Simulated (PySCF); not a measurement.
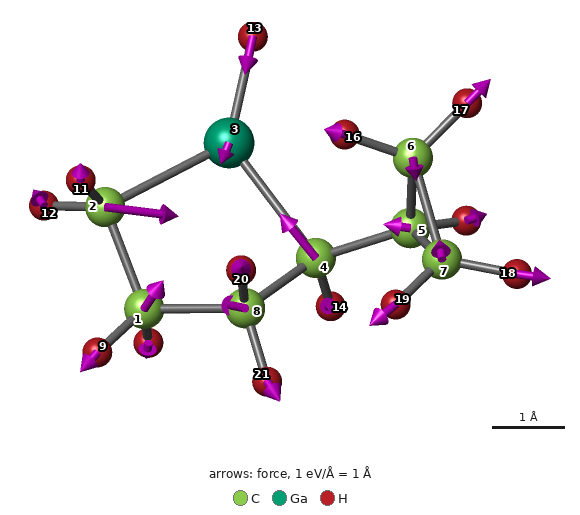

Starting geometry of C₇H₁₃Ga with the computed forces as purple arrows. A ball-and-stick model, seen at a tilt.

The start comes from GFN2-xTB.

These are results of PBE0-D3(BJ)/def2-SVP geometry optimisation, gas phase (PySCF 2.14.0, density-fitted response routines), not measurements. 

Is this structure relaxed? If not, where do the atoms go?

It isn't relaxed: the largest force vector, on a C atom, is 1.09 eV/Å. The final displacements have little in common with the starting forces (cosine between the two patterns 0.12). Over 7 geometry steps the energy falls by 0.211 eV. The largest move after the best rigid fit is that of an H atom, 0.57 Å. Largest moves by element: H 0.57 Å, C 0.28 Å, Ga 0.21 Å. Among the contacts that change: C–Ga 2.074 → 1.997 Å, C–Ga 2.058 → 1.982 Å, Ga–H 1.616 → 1.568 Å, C–H 1.080 → 1.093 Å. Bond angles that change, for instance: Ga–C–H 114.5° → 106.2°, Ga–C–H 113.0° → 108.3°, Ga–C–C 96.7° → 100.8°.
